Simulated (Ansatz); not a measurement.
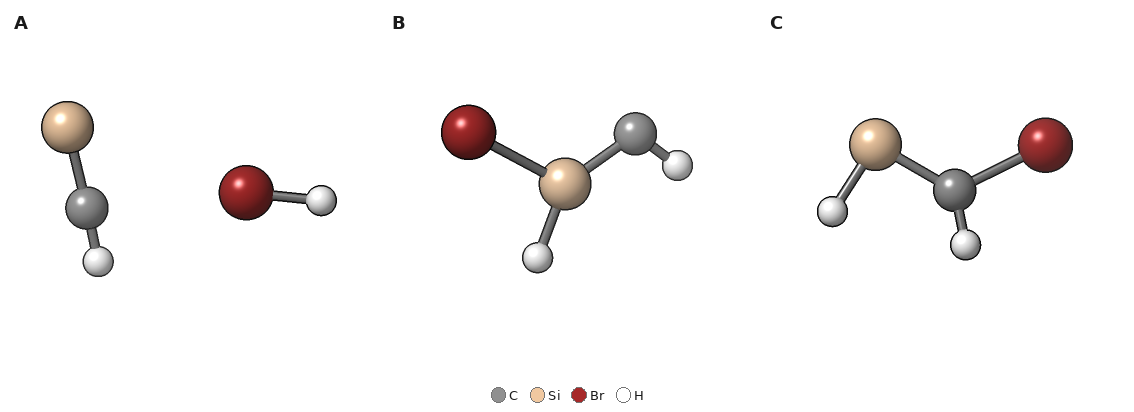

3 stationary structures of one formula. The species has charge −1 and is a spin singlet. Geometries: PBE0-D4/def2-TZVPD. Electronic energies: PBE-D4/def2-TZVPPD (Ansatz 0.2.0), without zero-point energy. No frequency run is at hand to confirm each as a minimum.

> Which is lowest in energy, and by how much?

C is lowest (Cs); B lies 3.4 kcal/mol above it (Cs), A lies 24.6 kcal/mol above it (Cs).
